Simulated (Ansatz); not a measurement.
## Electronic structure of AlFH$_{3}$Si (doublet) in real space

The calculation's input:

```
crystal:
  periodic: [false, false, false]
  atoms:
    - {symbol: Al, position_ang: [-1.591612, 0.034061, 2.383592]}
    - {symbol: F, position_ang: [-2.382970, 0.552783, 1.007544]}
    - {symbol: Si, position_ang: [0.317764, 1.487660, 3.180775]}
    - {symbol: H, position_ang: [1.381811, 1.606000, 2.140776]}
    - {symbol: H, position_ang: [0.927043, 0.887764, 4.400730]}
    - {symbol: H, position_ang: [-0.156373, 2.860149, 3.526385]}
basis:
  gaussian: {orbitals: def2-TZVPD}
output: {forces: true, orbitals: {seedname: orbitals}}
hamiltonian: {xc: {name: PBE0}}
magnetization: {spin_polarized: true, initial_magnetization: 1}
```

Command:

```sh
ansatz run input.yaml --threads 1 --pin off --max-ram 2610MiB --events-out events.jsonl --progress --plain --runs-dir runs
```

Geometry: B3LYP/6-31G*.

Computed with isolated molecule in a Gaussian basis; Kohn-Sham density functional theory, functional PBE0 in Ansatz.

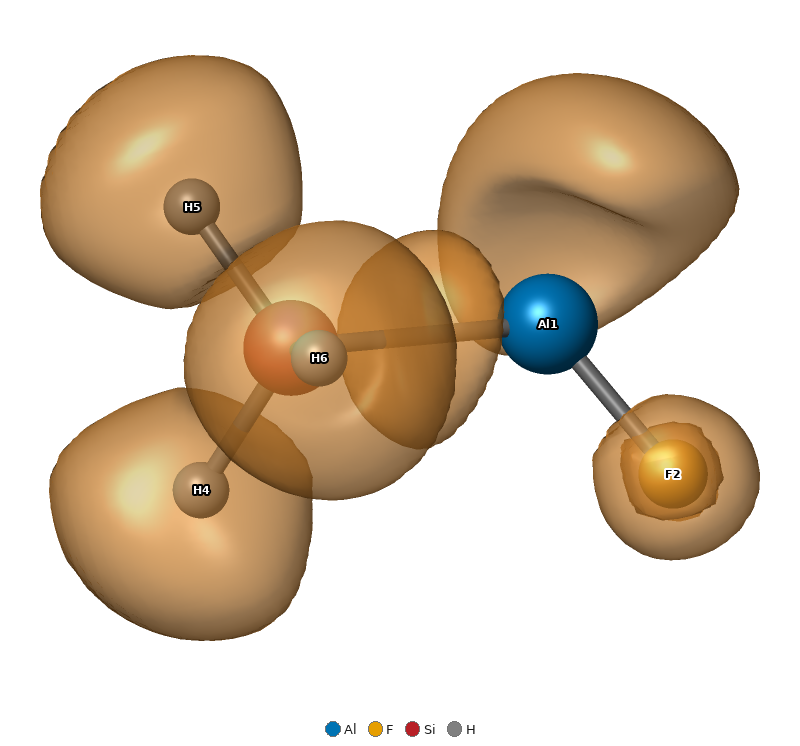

Figure 1. Isosurface of the electron localisation function at 0.8 (orange), seen at a tilt. Core shells and regions of very low density are left out.

**Identify the bonds, lone pairs and shells in this picture.**

At this value the surface marks out one region between bonded Al–Si atoms (shared pairs), three regions around hydrogen nuclei, one lobe on Al, pointing away from the bonds (non-bonding electrons) and one region wrapped around F (its valence shell). Along the contacts the grid gives the following. Al–F (1.67 Å): the ELF peaks at about 0.85 in the valence shell of F, 0.6 Å from its nucleus, and is about 0.40 at the midpoint. Al–Si (2.53 Å): the ELF peaks at about 1 between the atoms; localised, covalent bonding.

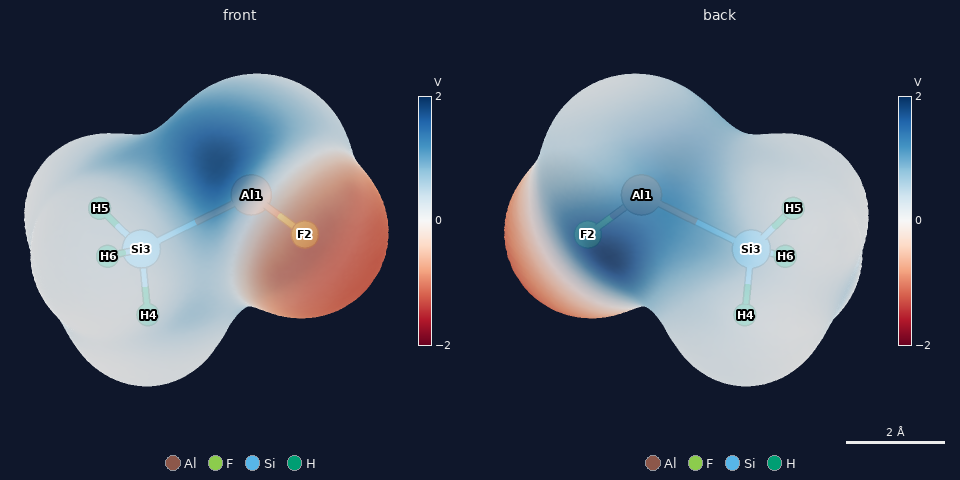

Figure 2. The molecular electrostatic potential painted on the density surface at 0.001 e/bohr³, seen from the front and from behind; red is negative and blue positive.

**Where is the surface potential most negative and most positive?**

The most negative region (about −1.2 V) lies over F2, the most positive (about +1.8 V) over Al1.

**How polar is the molecule by this calculation?**

Its dipole moment is 1.55 D.

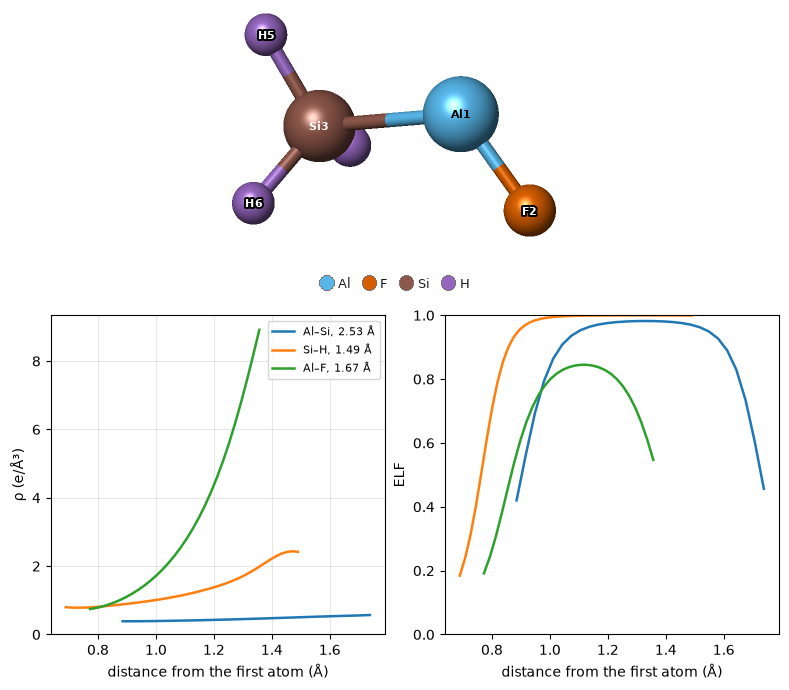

Figure 3. Total electron density and ELF along straight lines between neighbouring atoms. The curves leave out the atomic cores. The structure is drawn too.

**What can be read from the curves?**

Al–Si (2.53 Å): ρ at the midpoint is about 0.44 e/Å³, with its minimum of 0.39 e/Å³ about 0.9 Å from Al; the ELF peaks at about 1 between the atoms, as expected for localised, covalent bonding.
Si–H (1.49 Å): ρ is about 0.78 e/Å³ halfway; the ELF climbs to about 1 towards the hydrogen, as it does in any bond to H.
Al–F (1.67 Å): ρ at the midpoint is about 0.87 e/Å³; the ELF peaks at about 0.85 in the valence shell of F, 0.6 Å from its nucleus, and is about 0.40 at the midpoint.
